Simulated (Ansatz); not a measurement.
# BrClH3Si (charge −1): what the fields show

The calculation's input:

```
crystal:
  periodic: [false, false, false]
  atoms:
    - { symbol: Br, position_ang: [-0.0031, -0.0924, -2.3685] }
    - { symbol: Si, position_ang: [0.0367, -0.1567, 0.218] }
    - { symbol: Cl, position_ang: [-0.4149, 1.8549, 0.458] }
    - { symbol: H, position_ang: [0.1286, -0.4729, 1.7113] }
    - { symbol: H, position_ang: [1.474, -0.2586, -0.0251] }
    - { symbol: H, position_ang: [-1.2213, -0.8742, 0.0064] }
total_charge: -1
basis:
  gaussian: { orbitals: def2-SVP }
hamiltonian:
  xc: pbe0
relax:
  f_tol: 0.02
  max_steps: 40
output:
  orbitals: {}
```

Command:

```sh
ansatz run input.yaml --threads 1 --pin off --max-ram 2048MiB --backend cpu --events-out ev --progress --plain --runs-dir out
```

The fields are those of the relaxed geometry.

All numbers below come from Ansatz, RKS PBE0/def2-SVP.

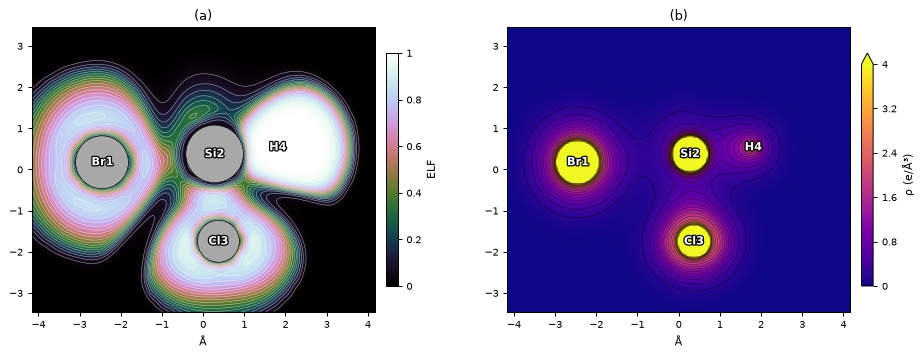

Figure 1. (a) ELF; (b) total electron density on the plane of atoms Cl3, Si2 and H4. Grey discs cover the atomic cores in the ELF map.

**Interpret the plot.**

The section cuts through Br, Si, Cl and H sites.
Si–Cl (2.12 Å): ρ is about 0.75 e/Å³ halfway; the ELF peaks at about 0.90 between the atoms, as expected for a polar covalent bond.
Si–Br (2.74 Å): ρ at the midpoint is about 0.3 e/Å³, with its minimum of 0.25 e/Å³ about 1.1 Å from Si; the ELF peaks at about 0.80 in the valence shell of Br, 1.1 Å from its nucleus, and is about 0.60 at the midpoint.
The ELF also peaks beside Cl3, away from the bonds: lone-pair regions.

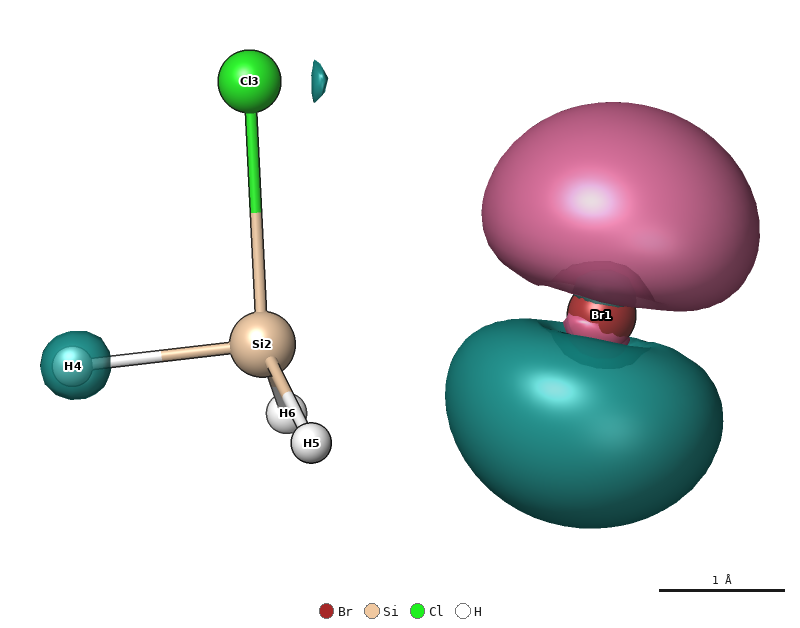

Figure 2. The HOMO at ±0.15 Å⁻³ᐟ² (teal and pink are the two phases), seen across its widest extent.

**Where does this orbital lie, and at what energy?**

Its weight (Hirshfeld) is mainly on Br1 (about 90 %); largely a lone pair of Br1. Its energy is −1.52 eV.
